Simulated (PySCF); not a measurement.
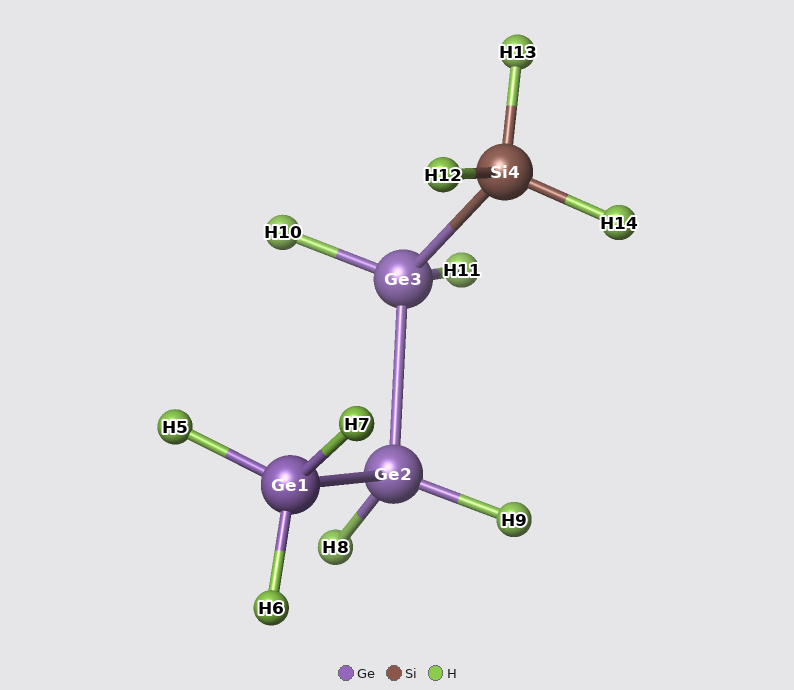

The computed structure is the end point of a PBE0-D3(BJ)/def2-SVP optimisation. No frequency run is at hand to confirm it as a minimum. Properties computed with delta-SCF UKS SCAN, pcX-2 on the ionised atom (unc-x2c-TZVPall on a metal), pcseg-1 elsewhere, spin-free X2C (PySCF 2.14.0).

Give the core-electron binding energies (to vacuum; p and d levels without spin–orbit splitting) of Si4 1s, Si4 2p.

```json
{"atom": "Si4", "level": "1s", "binding energy (eV)": "1846.2"}
{"atom": "Si4", "level": "2p", "binding energy (eV)": "106.7"}
```
